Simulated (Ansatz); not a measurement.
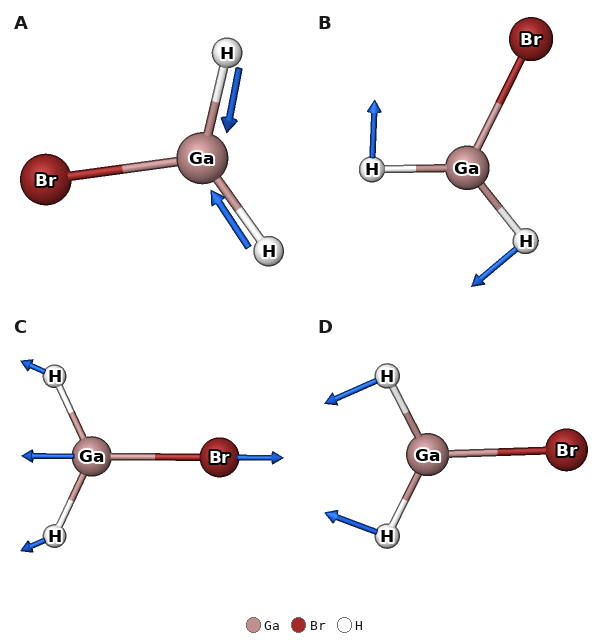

4 normal modes of one molecule or complex, as arrows. Harmonic vibrations computed with RKS PBE0-D4/def2-TZVP (Ansatz 0.2.0) at a stationary point of the same level.

### Match the panels to the wavenumbers 304 cm⁻¹, 481 cm⁻¹, 727 cm⁻¹, 2015 cm⁻¹.

A: 2015 cm⁻¹, in-phase stretching of 2 Ga–H bonds
B: 481 cm⁻¹, Br–Ga–H bending
C: 304 cm⁻¹, Ga–Br stretching
D: 727 cm⁻¹, angle bending
